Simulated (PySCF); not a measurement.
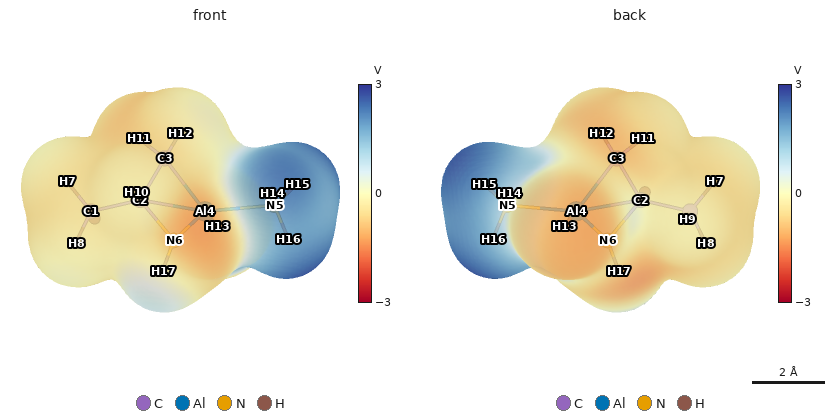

Figure. C$_{3}$H$_{11}$AlN$_{2}$. The molecular electrostatic potential painted on the density surface at 0.002 e/bohr³, seen from the front and from behind; red is negative and blue positive.

Geometry: GFN2-xTB.

Theory: PBE0/pcSseg-1, SCF density, gas phase, non-relativistic (PySCF 2.14.0).

```
atom    x (Å)    y (Å)    z (Å)
   C  -2.3088   0.0851  -0.6269
   C  -0.9970  -0.5931  -0.2475
   C  -0.4445  -0.0686   1.0992
  Al   0.8801   0.8614  -0.0912
   N   2.7680   0.0301   0.1882
   N   0.0786  -0.2818  -1.2153
   H  -3.0917  -0.1590   0.0889
   H  -2.6351  -0.2278  -1.6185
   H  -2.1539   1.1636  -0.6357
   H  -1.1630  -1.6793  -0.2232
   H  -1.2209   0.4544   1.6591
   H  -0.1337  -0.9115   1.7253
   H   1.3109   2.3403  -0.2136
   H   2.6367  -0.9629   0.3678
   H   3.3349   0.4278   0.9311
   H   3.2684   0.1275  -0.6918
   H  -0.1362  -0.5941  -2.1527
```

Question: Where is the surface potential most negative and most positive?

Answer: The most negative region (about −1.3 V) lies over N6, the most positive (about +2.6 V) over H15 and H16. N6 is the likeliest acceptor of a hydrogen bond.

Question: How polar is the molecule by this calculation?

Answer: Its dipole moment is 5.39 D.
